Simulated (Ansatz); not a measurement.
# A hypothetical structure for Sc3Rh4Pb

This structure for Sc3Rh4Pb is made up. Its elements were placed in a known structure type with a cell scaled to their sizes. What cell does the guess relax to, and how far off was it?

Method: DFT, PBE, plane-wave PAW, files of the set soft_1, scalar-relativistic, no spin, cell and ions relaxed at zero pressure; PAW set soft_1, in the first sound run; inputs show where later runs differ, in Ansatz 0.2.0.

## (1) The starting structure

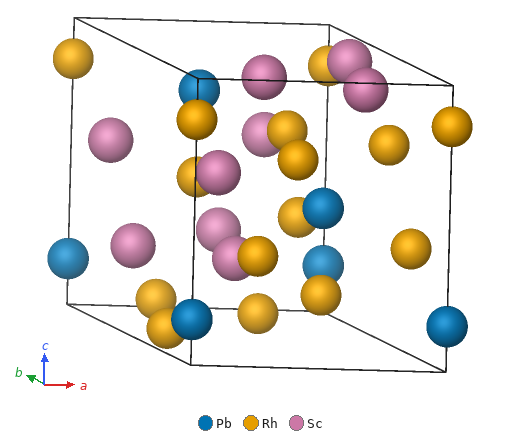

The starting structure, seen slightly off an axis (lead blue, rhodium orange, scandium pink). This picture shows the conventional cell, with its axes. Some periodic images of atoms are drawn too.

## (2) Relaxing cell and atoms

The guessed cell has no reason to be at equilibrium. It is relaxed with the atoms, within the space group of the guess.

Contents of input.yaml:

```yaml
crystal:
  lattice:
    - [3.777, 2.180651967, 2.929333333]
    - [-3.777, 2.180651967, 2.929333333]
    - [0.0, -4.361303933, 2.929333333]
  atoms:
    - { symbol: Pb, position: [0.1595, 0.1595, 0.1595] }
    - { symbol: Rh, position: [0.3461, 0.6477, 0.1447] }
    - { symbol: Rh, position: [0.6477, 0.1447, 0.3461] }
    - { symbol: Rh, position: [0.1447, 0.3461, 0.6477] }
    - { symbol: Rh, position: [0.8567, 0.8567, 0.8567] }
    - { symbol: Sc, position: [0.6673, 0.3532, 0.8401] }
    - { symbol: Sc, position: [0.3532, 0.8401, 0.6673] }
    - { symbol: Sc, position: [0.8401, 0.6673, 0.3532] }
kpoints:
  mp_grid: { grid: [5, 5, 5] }
scf:
  occupations: { method: fermi_dirac, width: 0.05 }
hamiltonian:
  xc: pbe
  pseudopotentials: { kind: paw, azcp: { folder: soft_1 } }
relax:
  f_tol: 0.015
  max_steps: 70
  cell: {}
output:
  forces: true
  stress: true
```

Command:

```console
ansatz run input.yaml --threads 4 --pin off --max-ram 10240MiB --backend cpu --events-out ev --progress --plain --runs-dir out
```

Numbers of over 12 decimals in the logs are rounded to 6 here.

Log:

```text
Engine: ansatz 0.2.0, aarch64-unknown-linux-gnu
Pseudopotentials: kind: paw
Pseudopotential: Pb, paw, valence charge 14, recommended cutoff 420 eV (normal), soft_1/Pb.paw.azcp
Pseudopotential: Rh, paw, valence charge 17, recommended cutoff 420 eV (normal), soft_1/Rh.paw.azcp
Pseudopotential: Sc, paw, valence charge 11, recommended cutoff 420 eV (normal), soft_1/Sc.paw.azcp
Functional definition: PBE
  parameter kappa = 0.804
  parameter beta = 0.066725
  exchange = pbe_x(kappa = kappa, mu = beta*pi^2/3)
  correlation = pbe_c(beta = beta)
Crystal: 8 atoms, lattice volume = 144.762 Å³
Basis set: ecut = 420 eV, 2853 PW (Γ), exchange–correlation on 72×72×72 points (8 copies of the dense FFT grid, shifted against one another)
Bands: 69, of which v1, the nominal top of the filled ones, is band 58 counted from 1 (57 counted from 0)
Symmetry: 3 space group operations
Space group: R3 (ITA 146), of the structure as read, at distance tolerance 5.3e-5 Å
k-points: 23 of 125 (time reversal used)
Non-local potential: Pb, projectors of the file, l = 0: 2, l = 1: 2, l = 2: 2, l = 3: 1
Non-local potential: Rh, projectors of the file, l = 0: 3, l = 1: 2, l = 2: 2, l = 3: 1
Non-local potential: Sc, projectors of the file, l = 0: 3, l = 1: 2, l = 2: 3, l = 3: 1
PAW form: soft (Blöchl's): semilocal exchange-correlation on the pseudo side does not see the compensation charge
PAW one-centre angular grid: Pb, 590 points (default); XC on 64 Gauss nodes
PAW one-centre angular grid: Rh, 590 points (default); XC on 64 Gauss nodes
PAW one-centre angular grid: Sc, 590 points (default); XC on 64 Gauss nodes
Initial density: superposition of atomic densities (chi_scale 0.1, normalization cell, long waves kept (reshape's long-wave potential 0.01 eV rms))
Initial wavefunctions: pseudopotential atomic-orbital guess
Functional: x = pbe(κ = 0.804, μ = 0.219515), c = pbe(β = 0.066725)
SCF iter   1: F=—  HF=-43951.317905 eV  |F-HF|=—  |Δ(HF+E_count)|=         —  Δρ=3.01e-1  dr2=2.74e2  ethr=3.10e-3  ⟨swp⟩=5.3  Hψ=5498  notcnv=0
preconditioner: auto → Kerker (q_TF=auto, 2.626 Å⁻¹)  [metal: Δε(μ)=0.014 eV  Ē_g=5.247 eV  σ=0.050 eV  W_gap=0.07  n_scr=32 (ndim 8)  ℏωp=23.7 eV  f_vac=0.000  D(μ)=9.42/eV (n_scr^D=86)]
SCF iter   2: F=—  HF=-43937.384422 eV  |F-HF|=—  |Δ(HF+E_count)|=    1.39e1  Δρ=1.25e-1  dr2=5.29e1  ethr=3.10e-3  ⟨swp⟩=3.0  Hψ=3433  notcnv=0
SCF iter   3: F=—  HF=-43933.632826 eV  |F-HF|=—  |Δ(HF+E_count)|=    3.75e0  Δρ=3.33e-2  dr2=4.38e0  ethr=3.10e-3  ⟨swp⟩=4.0  Hψ=3447  notcnv=0  defer=2
SCF iter   4: F=—  HF=-43932.965190 eV  |F-HF|=—  |Δ(HF+E_count)|=   6.68e-1  Δρ=8.72e-3  dr2=7.28e-2  ethr=3.10e-3  ⟨swp⟩=3.5  Hψ=2805  notcnv=0  defer=19
SCF iter   5: F=—  HF=-43932.966965 eV  |F-HF|=—  |Δ(HF+E_count)|=   1.78e-3  Δρ=3.25e-3  dr2=3.63e-2  ethr=6.33e-5  ⟨swp⟩=2.0  Hψ=3104  notcnv=0  defer=30
SCF iter   6: F=—  HF=-43932.961406 eV  |F-HF|=—  |Δ(HF+E_count)|=   5.56e-3  Δρ=8.00e-4  dr2=1.64e-3  ethr=3.15e-5  ⟨swp⟩=2.0  Hψ=2327  notcnv=0  defer=30
SCF iter   7: F=—  HF=-43932.961234 eV  |F-HF|=—  |Δ(HF+E_count)|=   1.72e-4  Δρ=1.95e-4  dr2=7.81e-5  ethr=1.42e-6  ⟨swp⟩=2.2  Hψ=2045  notcnv=0  defer=30
SCF iter   8: F=—  HF=-43932.961191 eV  |F-HF|=—  |Δ(HF+E_count)|=   4.27e-5  Δρ=4.93e-5  dr2=5.52e-6  ethr=6.79e-8  ⟨swp⟩=2.2  Hψ=2407  notcnv=0  defer=30
SCF iter   9: F=—  HF=-43932.961190 eV  |F-HF|=—  |Δ(HF+E_count)|=   1.41e-6  Δρ=1.76e-5  dr2=6.98e-7  ethr=4.80e-9  ⟨swp⟩=2.0  Hψ=2180  notcnv=0  defer=30
SCF iter  10: F=-43932.961190 eV  HF=-43932.961190 eV  |F-HF|=5.04e-8  |Δ(HF+E_count)|=   5.99e-8  Δρ=5.28e-6  dr2=6.49e-8  ethr=8.70e-11  ⟨swp⟩=5.0  Hψ=5083  notcnv=0
SCF 1 converged in 10 iterations: F = -43932.961190 eV  dr2 = 6.49e-8
  greatest PAW one-centre occupation: 1.000 electrons in one spin orbital (limit 2), on the Rh atom at site 4 (counted from 0), in its partial waves of l = 0
relax step   1: F+E_penalty+E_count = -43932.96118960 eV  Δ(F+E_penalty+E_count) = +0.000e0 eV  max|allowed force component| = 1.444e0 eV/Å  Δτ_max = 0.0000 Å  P = -1.855 GPa  Ω = 144.762 Å³  (10 SCF iters, dr2 threshold 1.00e-7 eV, accepted)
Crystal: 8 atoms, lattice volume = 139.980 Å³
Basis set: ecut = 420 eV, 2751 PW (Γ), exchange–correlation on 72×72×72 points (8 copies of the dense FFT grid, shifted against one another)
Initial density: handed on by an earlier stage of this run
Initial wavefunctions: those handed on with the density
iter 1 solved again at ethr=5.84e-4 eV; its pass at ethr=3.10e-3 eV (dr2=6.72e-1 eV) is discarded
SCF iter   1: F=—  HF=-43933.412185 eV  |F-HF|=—  |Δ(HF+E_count)|=         —  Δρ=1.90e-2  dr2=6.80e-1  ethr=5.84e-4  ⟨swp⟩=1.6  Hψ=7477  notcnv=0
preconditioner: auto → Kerker (q_TF=auto, 2.640 Å⁻¹)  [metal: Δε(μ)=0.025 eV  Ē_g=6.812 eV  σ=0.050 eV  W_gap=0.13  n_scr=32 (ndim 8)  ℏωp=24.1 eV  f_vac=0.000  D(μ)=5.70/eV (n_scr^D=44)]
SCF iter   2: F=—  HF=-43933.335458 eV  |F-HF|=—  |Δ(HF+E_count)|=   7.67e-2  Δρ=9.64e-3  dr2=1.71e-1  ethr=5.84e-4  ⟨swp⟩=2.0  Hψ=1826  notcnv=0
SCF iter   3: F=—  HF=-43933.310026 eV  |F-HF|=—  |Δ(HF+E_count)|=   2.54e-2  Δρ=1.59e-3  dr2=4.96e-3  ethr=1.48e-4  ⟨swp⟩=2.0  Hψ=2330  notcnv=0
SCF iter   4: F=—  HF=-43933.309524 eV  |F-HF|=—  |Δ(HF+E_count)|=   5.01e-4  Δρ=3.86e-4  dr2=3.65e-4  ethr=4.31e-6  ⟨swp⟩=2.0  Hψ=1937  notcnv=0
SCF iter   5: F=—  HF=-43933.309477 eV  |F-HF|=—  |Δ(HF+E_count)|=   4.73e-5  Δρ=1.26e-4  dr2=2.68e-5  ethr=3.17e-7  ⟨swp⟩=2.0  Hψ=2153  notcnv=0
SCF iter   6: F=—  HF=-43933.309473 eV  |F-HF|=—  |Δ(HF+E_count)|=   3.98e-6  Δρ=3.41e-5  dr2=1.43e-6  ethr=2.33e-8  ⟨swp⟩=2.0  Hψ=2149  notcnv=0
SCF iter   7: F=-43933.309473 eV  HF=-43933.309473 eV  |F-HF|=3.63e-8  |Δ(HF+E_count)|=   6.41e-8  Δρ=9.60e-6  dr2=1.45e-7  ethr=6.96e-10  ⟨swp⟩=4.0  Hψ=4892  notcnv=0
SCF 2 converged in 7 iterations: F = -43933.309473 eV  dr2 = 1.45e-7
relax step   2: F+E_penalty+E_count = -43933.30947283 eV  Δ(F+E_penalty+E_count) = -3.483e-1 eV  max|allowed force component| = 1.570e-1 eV/Å  Δτ_max = 0.1949 Å  P = +1.406 GPa  Ω = 139.980 Å³  energy of the carried Pulay correction = +1.290e-3 eV  (7 SCF iters, dr2 threshold 8.00e-7 eV, accepted)
Crystal: 8 atoms, lattice volume = 141.705 Å³
Basis set: ecut = 420 eV, 2789 PW (Γ), exchange–correlation on 72×72×72 points (8 copies of the dense FFT grid, shifted against one another)
iter 1 solved again at ethr=4.98e-5 eV; its pass at ethr=3.10e-3 eV (dr2=5.73e-2 eV) is discarded
SCF iter   1: F=—  HF=-43933.431893 eV  |F-HF|=—  |Δ(HF+E_count)|=         —  Δρ=7.16e-3  dr2=5.68e-2  ethr=4.98e-5  ⟨swp⟩=2.3  Hψ=7627  notcnv=0
preconditioner: auto → Kerker (q_TF=auto, 2.635 Å⁻¹)  [metal: Δε(μ)=0.010 eV  Ē_g=6.896 eV  σ=0.050 eV  W_gap=0.05  n_scr=32 (ndim 8)  ℏωp=24.0 eV  f_vac=0.000  D(μ)=5.09/eV (n_scr^D=32)]
SCF iter   2: F=—  HF=-43933.424717 eV  |F-HF|=—  |Δ(HF+E_count)|=   7.18e-3  Δρ=4.07e-3  dr2=2.20e-2  ethr=4.94e-5  ⟨swp⟩=1.0  Hψ=1587  notcnv=0
SCF iter   3: F=—  HF=-43933.420782 eV  |F-HF|=—  |Δ(HF+E_count)|=   3.94e-3  Δρ=6.69e-4  dr2=1.61e-3  ethr=1.91e-5  ⟨swp⟩=2.0  Hψ=2116  notcnv=0
SCF iter   4: F=—  HF=-43933.420473 eV  |F-HF|=—  |Δ(HF+E_count)|=   3.09e-4  Δρ=1.91e-4  dr2=8.10e-5  ethr=1.40e-6  ⟨swp⟩=2.0  Hψ=2136  notcnv=0
SCF iter   5: F=—  HF=-43933.420454 eV  |F-HF|=—  |Δ(HF+E_count)|=   1.94e-5  Δρ=6.44e-5  dr2=7.36e-6  ethr=7.05e-8  ⟨swp⟩=2.0  Hψ=2160  notcnv=0
SCF iter   6: F=-43933.420453 eV  HF=-43933.420453 eV  |F-HF|=2.91e-7  |Δ(HF+E_count)|=   9.25e-7  Δρ=2.21e-5  dr2=6.94e-7  ethr=6.96e-10  ⟨swp⟩=5.0  Hψ=5302  notcnv=0
SCF 3 converged in 6 iterations: F = -43933.420453 eV  dr2 = 6.94e-7
relax step   3: F+E_penalty+E_count = -43933.42045289 eV  Δ(F+E_penalty+E_count) = -1.110e-1 eV  max|allowed force component| = 2.994e-1 eV/Å  Δτ_max = 0.0584 Å  P = -0.229 GPa  Ω = 141.705 Å³  energy of the carried Pulay correction = +8.198e-4 eV  (6 SCF iters, dr2 threshold 8.00e-7 eV, accepted)
[...]
relax step   4: F+E_penalty+E_count = -43933.43551129 eV  Δ(F+E_penalty+E_count) = -1.506e-2 eV  max|allowed force component| = 3.484e-1 eV/Å  Δτ_max = 0.1406 Å  P = +1.438 GPa  Ω = 140.564 Å³  energy of the carried Pulay correction = +1.131e-3 eV  (7 SCF iters, dr2 threshold 8.00e-7 eV, accepted)
[...]
relax step   5: F+E_penalty+E_count = -43933.47947991 eV  Δ(F+E_penalty+E_count) = -4.397e-2 eV  max|allowed force component| = 1.133e-1 eV/Å  Δτ_max = 0.0663 Å  P = -0.725 GPa  Ω = 142.340 Å³  energy of the carried Pulay correction = +6.481e-4 eV  (6 SCF iters, dr2 threshold 8.00e-7 eV, accepted)
[...]
relax step   6: F+E_penalty+E_count = -43933.48553693 eV  Δ(F+E_penalty+E_count) = -6.057e-3 eV  max|allowed force component| = 9.086e-3 eV/Å  Δτ_max = 0.0176 Å  P = -0.076 GPa  Ω = 141.665 Å³  energy of the carried Pulay correction = +8.308e-4 eV  (6 SCF iters, dr2 threshold 8.00e-7 eV, accepted)
[...]
relax step   7: F+E_penalty+E_count = -43933.48561868 eV  Δ(F+E_penalty+E_count) = -8.175e-5 eV  max|allowed force component| = 3.445e-3 eV/Å  Δτ_max = 0.0022 Å  P = -0.015 GPa  Ω = 141.597 Å³  energy of the carried Pulay correction = +8.492e-4 eV  (6 SCF iters, dr2 threshold 2.00e-8 eV, accepted)
Initial wavefunctions: pseudopotential atomic-orbital guess (no wavefunctions were taken with the density)
iter 1 solved again at ethr=2.01e-7 eV; its pass at ethr=3.10e-3 eV (dr2=2.31e-4 eV) is discarded
SCF iter   1: F=—  HF=-43933.467540 eV  |F-HF|=—  |Δ(HF+E_count)|=         —  Δρ=1.93e-3  dr2=1.29e-4  ethr=2.01e-7  ⟨swp⟩=3.3  Hψ=9512  notcnv=0
preconditioner: auto → Kerker (q_TF=auto, 2.635 Å⁻¹)  [metal: Δε(μ)=0.013 eV  Ē_g=6.895 eV  σ=0.050 eV  W_gap=0.07  n_scr=32 (ndim 8)  ℏωp=24.0 eV  f_vac=0.000  D(μ)=5.21/eV (n_scr^D=32)]
SCF iter   2: F=—  HF=-43933.480681 eV  |F-HF|=—  |Δ(HF+E_count)|=   1.31e-2  Δρ=9.79e-4  dr2=3.11e-5  ethr=1.12e-7  ⟨swp⟩=2.0  Hψ=2097  notcnv=0
SCF iter   3: F=—  HF=-43933.485063 eV  |F-HF|=—  |Δ(HF+E_count)|=   4.38e-3  Δρ=9.06e-5  dr2=7.41e-7  ethr=2.70e-8  ⟨swp⟩=2.0  Hψ=2078  notcnv=0
SCF iter   4: F=—  HF=-43933.485092 eV  |F-HF|=—  |Δ(HF+E_count)|=   2.84e-5  Δρ=5.23e-6  dr2=3.29e-8  ethr=6.45e-10  ⟨swp⟩=2.1  Hψ=2710  notcnv=0
SCF iter   5: F=—  HF=-43933.485092 eV  |F-HF|=—  |Δ(HF+E_count)|=   1.53e-8  Δρ=1.58e-6  dr2=6.32e-9  ethr=2.86e-11  ⟨swp⟩=2.4  Hψ=2765  notcnv=0
SCF iter   6: F=—  HF=-43933.485092 eV  |F-HF|=—  |Δ(HF+E_count)|=  8.59e-10  Δρ=7.15e-7  dr2=1.15e-9  ethr=5.50e-12  ⟨swp⟩=1.4  Hψ=1842  notcnv=0
SCF iter   7: F=-43933.485092 eV  HF=-43933.485092 eV  |F-HF|=4.37e-11  |Δ(HF+E_count)|=  1.60e-10  Δρ=1.35e-7  dr2=4.03e-11  ethr=1.00e-12  ⟨swp⟩=3.5  Hψ=5621  notcnv=0
SCF 8 converged in 7 iterations: F = -43933.485092 eV  dr2 = 4.03e-11
relax step   8: F+E_penalty+E_count = -43933.48509162 eV  Δ(F+E_penalty+E_count) = +5.271e-4 eV  max|allowed force component| = 3.572e-3 eV/Å  Δτ_max = 0.0000 Å  P = -0.008 GPa  Ω = 141.597 Å³  stress off target by 1.93e-2 GPa  SCF on the basis re-selected at this cell (its energy is not comparable with the rows above)  (7 SCF iters)
basis re-selected at this cell: Δ(F+E_penalty+E_count) = +5.271e-4 eV, ΔP = +0.007 GPa vs the last step (what re-selecting the basis moved, of the pressure what is left beyond the Pulay correction that the steps carried, after the strain that the cell walked since its last selection, with what the two solves' SCF thresholds leave and, on support functions, any second-order correction that the steps lacked; it is no m [...]
SCF converged after 7 iterations
Free energy (F): -43933.485092 eV
Harris-Foulkes:  -43933.485092 eV  (|F-HF|=4.37e-11)
Internal energy: -43933.444207 eV  (E = F + TS)
E sigma→0 (E₀):  -43933.464649 eV
Entropy (-TS):   -0.040884 eV (-5.111 meV/atom)
Fermi energy:    15.877322 eV
--- Per-component energies (eV) ---
  E_band       = -990.145369
  E_kinetic    = 3077.524168
  E_local      = -10452.786277  (includes V_loc(G=0)·N_el)
  E_nonlocal   = 1936.551711
  E_hartree    = 3938.945654
  E_xc         = -1270.202355
  E_vxc        = -1467.643812  (∫ρ·V_xc dr)
  E_paw        = -27790.112240  (= ΣΔE_a)
  E_vpaw       = -1961.683541  (= ΣTr[D̂ρ^β])
  E_aug_tail   = 0.000567  (compensation charges beyond the density's cutoff)
  E_ewald      = -13373.365436
  E_smearing   = -0.040884  (= −TS)
  E_closure    = 0.000000  (closes the sum)
  Σ components = -43933.485092   (vs F -43933.485092, Δ=0.00e0)
--- Forces (eV/Å), atoms counted from 1 ---
  atom   1  Pb     0.00000000     0.00000000     0.00357174
  atom   2  Rh    -0.00056837    -0.00052214     0.00100729
  atom   3  Rh    -0.00016800     0.00075329     0.00100729
  atom   4  Rh     0.00073637    -0.00023115     0.00100729
  atom   5  Rh    -0.00000000    -0.00000000    -0.00208534
  atom   6  Sc     0.00135759     0.00186593    -0.00150235
  atom   7  Sc     0.00093715    -0.00210867    -0.00150235
  atom   8  Sc    -0.00229474     0.00024274    -0.00150235
  max |Σ_I F_I| component: 1.22e-6 eV/Å
--- Stress (GPa, compression-positive) ---
       -0.019281      -0.000000       0.000000
        0.000000      -0.019281       0.000000
       -0.000000       0.000000       0.014316
  P = ⅓ Tr σ = -0.0081 GPa (-0.081 kbar)
--- Relaxed structure (7 steps of the walk, 7 accepted, 1 SCFs on fresh bases) ---
  F+E_penalty+E_count = -43933.48509162 eV   max|allowed force component| = 3.572e-3 eV/Å   (the final SCF, on the basis selected at the relaxed cell)
  cell:  # Å, volume = 141.5971 Å³
    - [3.609561, 2.083981, 3.137292]
    - [-3.609561, 2.083981, 3.137292]
    - [-2.0436144540149046e-18, -4.167962, 3.137292]
  atoms:
    - { symbol: Pb, position: [0.153803, 0.153803, 0.153803] }
    - { symbol: Rh, position: [0.369957, 0.645231, 0.176694] }
    - { symbol: Rh, position: [0.645231, 0.176694, 0.369957] }
    - { symbol: Rh, position: [0.176694, 0.369957, 0.645231] }
    - { symbol: Rh, position: [0.825587, 0.825587, 0.825587] }
    - { symbol: Sc, position: [0.662760, 0.335626, 0.845641] }
    - { symbol: Sc, position: [0.335626, 0.845641, 0.662760] }
    - { symbol: Sc, position: [0.845641, 0.662760, 0.335626] }
```

Wall time 56 s (4 threads of Arm Neoverse V1, shared host); peak memory 0.6 GiB.

Relaxation path:

```csv
step,energy less that of the first step (eV),largest force component (eV/Å),pressure (GPa),volume (Å³)
1,0.0000,1.4437,-1.85,144.76
2,-0.3483,0.1570,1.41,139.98
3,-0.4593,0.2994,-0.23,141.71
4,-0.4743,0.3484,1.44,140.56
5,-0.5183,0.1133,-0.73,142.34
6,-0.5243,0.0091,-0.08,141.66
7,-0.5244,0.0034,-0.02,141.60
8*,-0.5239,0.0036,-0.01,141.60
```

Relaxation steps marked * repeat the geometry before them on a plane-wave basis chosen anew for their cell, so energy and pressure can jump there.

The run keeps the 3 symmetry operations that it works with, so distortions that break them were not tested.

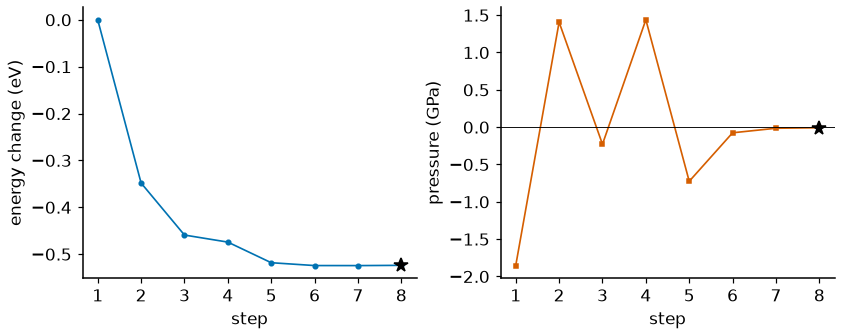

Energy and pressure along the relaxation. Stars mark steps on a basis chosen anew.

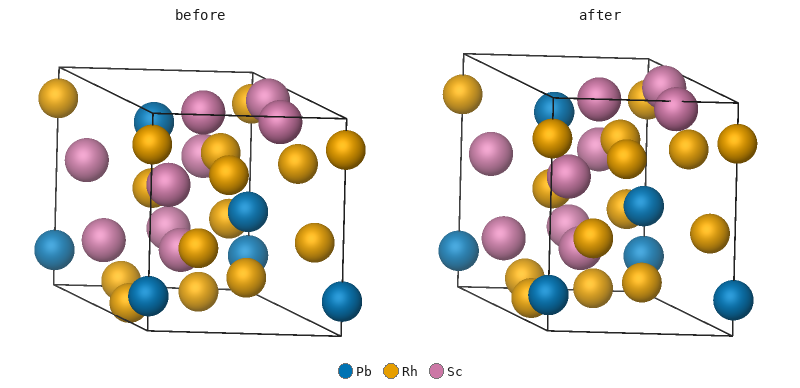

The structure before and after the relaxation, drawn at the same scale.

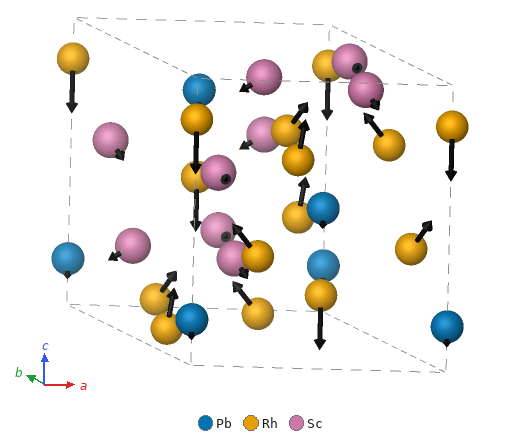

Displacements in the relaxation, exaggerated, measured against the changing cell; the longest in the cell stands for 0.29 Å. Some periodic images of atoms are drawn too.

```csv
"conventional cell, symmetrised",before,after,change
a (Å),7.554,7.219,-4.4 %
b (Å),7.554,7.219,-4.4 %
c (Å),8.788,9.412,+7.1 %
volume (Å³/atom),18.10,17.70,-2.2 %
```

The atoms that moved most (Å, as changes of fractional coordinates times the final cell):

```csv
atom,dx,dy,dz,length
Rh5,0.000,0.000,-0.293,0.293
Rh4,0.029,0.127,0.167,0.212
Rh2,0.095,-0.089,0.167,0.212
Rh3,-0.124,-0.038,0.167,0.212
Sc6,0.047,-0.069,-0.052,0.099
Sc7,-0.083,-0.006,-0.052,0.099
Sc8,0.036,0.075,-0.052,0.099
Pb1,0.000,0.000,-0.054,0.054
```

This step gave:

```yaml
free_energy: -43933.4851 eV
energy_at_zero_smearing: -43933.4646 eV
smearing_term_ts: 0.04088 eV
fermi_energy: 15.88 eV
electrons: 115
symmetry_operations: 3
pressure: -0.008082 GPa
```

Shortest distances by pair of elements, guess and relaxed (not always the same contact):

```csv
pair,guess (Å),relaxed (Å)
Rh–Sc,2.737,2.656
Pb–Rh,2.661,2.838
Rh–Rh,3.142,2.944
Pb–Sc,3.246,3.172
Sc–Sc,3.201,3.231
```

The relaxation ends with a largest force component of 0.0036 eV/Å and a pressure of -0.01 GPa.

[end of part 1 of 2]

[Logs are printed without paths, hosts, clocks, repeated set-up lines and the standing remarks that a program may print on its own settings, such as how far it seeks lower states.]

[Hosts, paths, dates, database ids (printed as entryN), source tags and the programs' standing remarks are cut or masked in the printed files.]
